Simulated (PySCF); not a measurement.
Consider C2H7NOSi (SMILES C/C=N/[SiH2]O).

```xyz
12

C     2.2025   -0.0329   -0.1806
C     0.8580   -0.1795    0.4451
N    -0.1991   -0.0579   -0.2088
Si   -1.8765   -0.2125    0.1599
O    -2.6213    1.0690   -0.5069
H     2.7495    0.7693    0.3131
H     2.7700   -0.9525   -0.0427
H     2.1097    0.1838   -1.2409
H     0.8781   -0.3985    1.5230
H    -2.2446   -1.4698   -0.4916
H    -2.3100   -0.1261    1.5489
H    -2.3152    1.4069   -1.3446
```

Geometry: GFN2-xTB.

Theory: PBE0/pcSseg-1, SCF density, gas phase, non-relativistic in PySCF.

Q: What will maps of the electron density and electron localisation function show?

A: C–N (1.25 Å): ρ is about 2.8 e/Å³ halfway; the ELF peaks at about 0.90 between the atoms: a short, multiple covalent bond.
C–C (1.49 Å): ρ at the midpoint is about 1.8 e/Å³; the ELF peaks at about 0.95 between the atoms, as expected for a covalent bond.
Si–N (1.72 Å): the density is about 1.1 e/Å³ at the midpoint; the ELF peaks at about 0.90 between the atoms, as expected for a polar covalent bond.
C–H (1.09 Å): the density is about 2 e/Å³ at the midpoint; the ELF climbs to about 1 towards the hydrogen, as it does in any bond to H; a covalent bond by its length.

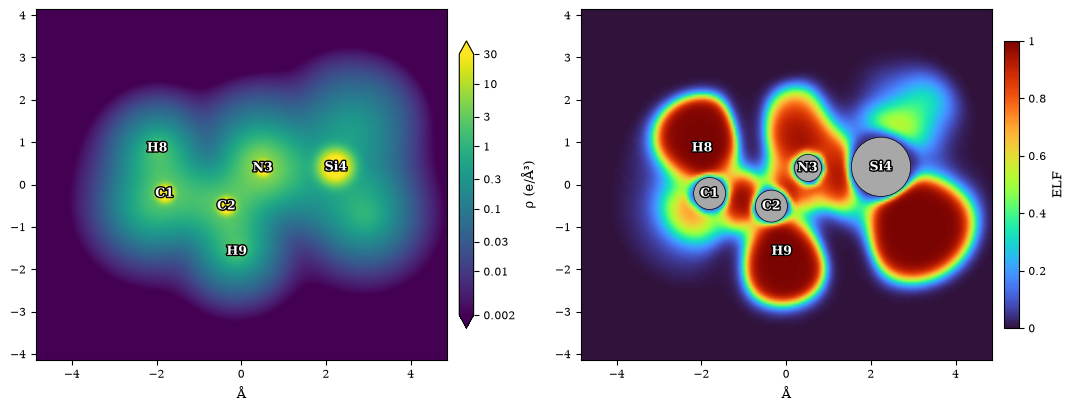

Computed electron density and electron localisation function on the plane of atoms C1, C2 and H9, in this order. Grey discs cover the atomic cores in the ELF map. 
